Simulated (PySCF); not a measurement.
**F6Si3: density, localisation and related maps**

```xyz
9

Si   -0.2953    0.9193   -0.9747
F    -0.0427    0.6817   -2.5522
F    -0.9442    2.3878   -0.8074
Si   -0.9298   -0.9330    0.3904
F    -1.2336   -2.4067   -0.1924
F    -1.9683   -0.6631    1.5977
Si    1.2672   -0.0125    0.5752
F     2.5544   -0.8224    0.0327
F     1.7250    0.7793    1.9051
```

Geometry: PBE0-D3(BJ)/def2-SVP.

Computed with B3LYP/def2-SVPD, SCF density, gas phase in PySCF 2.14.0.

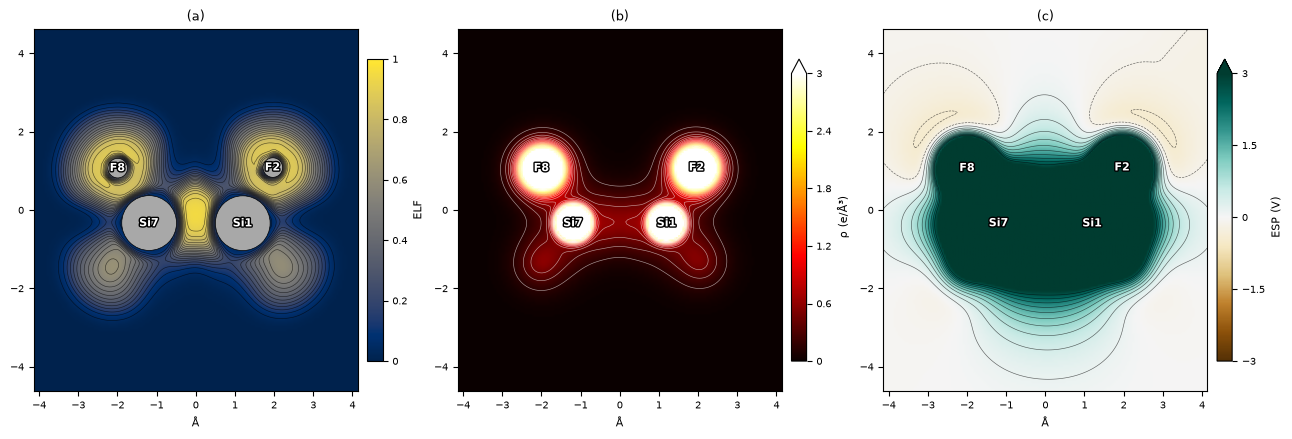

Figure 1. (a) electron localisation function; (b) total electron density; (c) electrostatic potential on the plane of atoms F2, Si1 and Si7. Grey discs cover the atomic cores in the ELF map.

Read the bonding off the picture.

The plane passes through Si and F nuclei. Si–F (1.62 Å): the density is about 1 e/Å³ at the midpoint; the ELF peaks at about 0.85 in the valence shell of F, 0.6 Å from its nucleus, and is about 0.50 at the midpoint. Si–Si (2.39 Å): ρ at the midpoint is about 0.59 e/Å³; the ELF peaks at about 0.95 between the atoms; a covalent bond. The ELF also peaks beside F8 and F2, away from the bonds: lone-pair regions. Outside the dense part of the molecule the potential is most negative (−0.5 V) near F2.

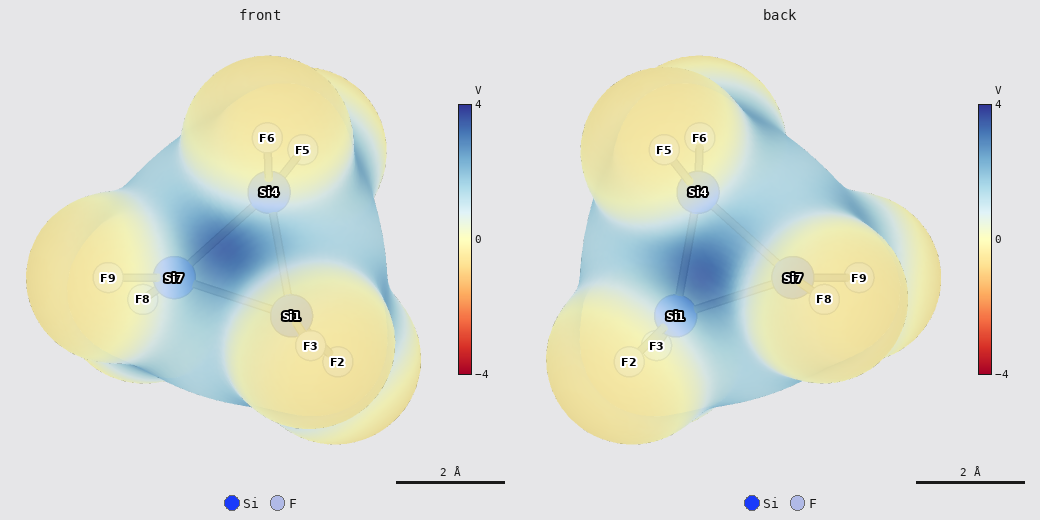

Figure 2. The molecular electrostatic potential painted on the density surface at 0.002 e/bohr³, seen from the front and from behind; the colour scale runs from red (negative) to blue (positive).

Where is the surface potential most negative and most positive?

The most negative region (about −0.4 V) lies over the F atoms, the most positive (about +3.3 V) over Si1, Si4 and Si7.

What dipole moment does the calculation give?

Its dipole moment is zero.
